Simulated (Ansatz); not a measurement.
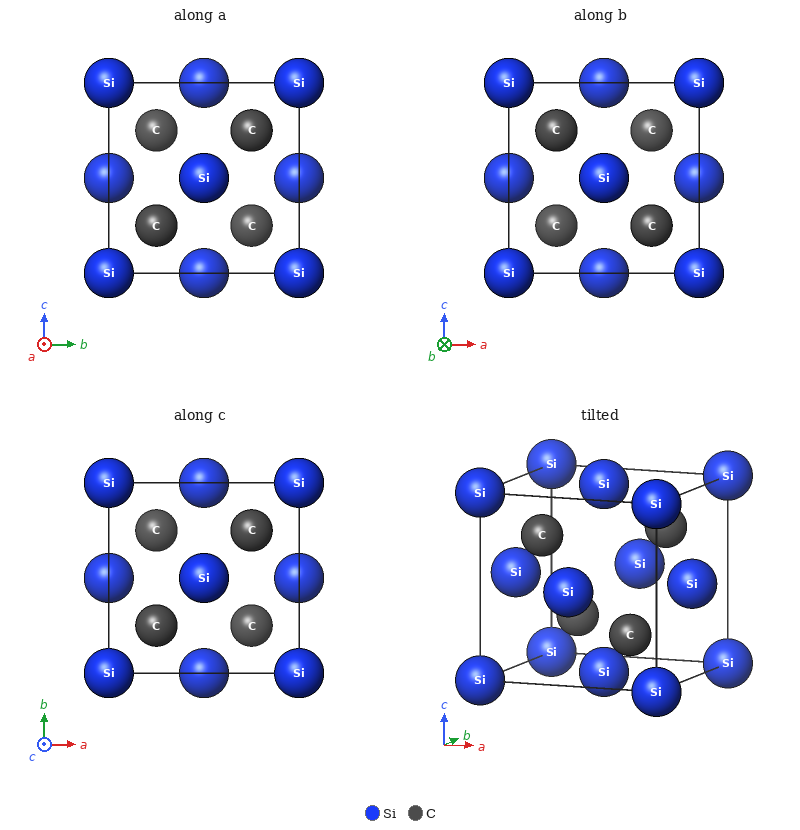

Figure: spheres-only view along the a axis, along the b axis, along the c axis and slightly off an axis. Thin lines show the conventional unit cell, with boundary atoms drawn in all their periodic places.

Lattice parameters: a = 4.404 Å, b = 4.404 Å, c = 4.404 Å, α = 90.00°, β = 90.00°, γ = 90.00°. Put a along x and b in the xy plane.

**Express the structure as a POSCAR file.**

```
Si C
1.0
     4.404    0.000    0.000
     0.000    4.404    0.000
     0.000    0.000    4.404
Si C
4 4
Direct
  0.0000 0.0000 0.0000
  0.0000 0.5000 0.5000
  0.5000 0.0000 0.5000
  0.5000 0.5000 0.0000
  0.2500 0.2500 0.7500
  0.2500 0.7500 0.2500
  0.7500 0.2500 0.2500
  0.7500 0.7500 0.7500
```

The structure was taken from a structure type filled with these elements by a generator (whether the compound takes this form wasn't checked). Earlier steps of the study, as a rule a relaxation of our own, may have changed the cell and positions, so they can lie some per cent off the listed ones. Ansatz was used for an electronic-structure calculation on it.

At this level of theory the run's own cell isn't at rest (stretched, at -8 GPa), so its distances can differ from those at equilibrium, the more so the softer the solid.
